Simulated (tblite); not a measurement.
# C8H13BO: the cost of one run

Computed with tblite 0.8.0 and PySCF 2.14.0, with density-fitted response routines of our own, on a single molecule in the gas phase. Atoms are numbered from 0 throughout.

### Step 1. Starting geometry

23 atoms, charge 0, multiplicity 1; geometry from: force field or distance geometry start.

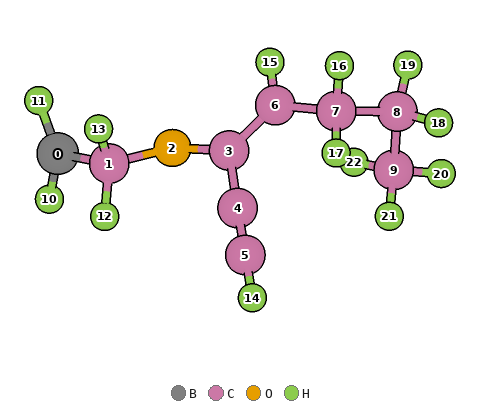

As it starts; boron grey, carbon pink, oxygen amber, hydrogen green, atoms numbered.

### Step 2. Relaxing the molecule with GFN2-xTB

The job: settings as JSON, then the geometry in Å.

```
{"job": {"kind": "relax", "xc": "GFN2-xTB", "basis": "xTB"}, "charge": 0, "multiplicity": 1}
B     -4.257600    -0.737100     0.150800
C     -3.036400     0.177000     0.555000
O     -1.857300    -0.335500    -0.025500
C     -0.603200     0.217300     0.106900
C     -0.226200     0.642200     1.440400
C      0.103000     1.008600     2.533700
C      0.255700     0.345700    -0.888300
C      1.612000     0.935300    -0.682600
C      2.715000    -0.037600    -1.053900
C      2.586200    -1.271000    -0.174800
H     -4.467800    -1.685400     0.850400
H     -4.757300    -0.623700    -0.911500
H     -2.997800     0.208900     1.694100
H     -3.178800     1.194400     0.137600
H      0.399100     1.331600     3.525500
H     -0.006600     0.022100    -1.887600
H      1.701600     1.782700    -1.399200
H      1.769800     1.324100     0.322600
H      3.662500     0.452100    -0.731500
H      2.785900    -0.243700    -2.115800
H      3.469800    -1.911200    -0.360500
H      2.652300    -0.976100     0.902800
H      1.671400    -1.793800    -0.432500
```

Command:

```
> OMP_NUM_THREADS=1 python probes_run.py task.json out
```

This one command runs all jobs of the session in turn.

**Question.** How long does this first job take on 1 thread of Intel Xeon at 2.50GHz, shared host, and how much memory does it need?

About 2.6 s, with a peak of 0.18 GiB.
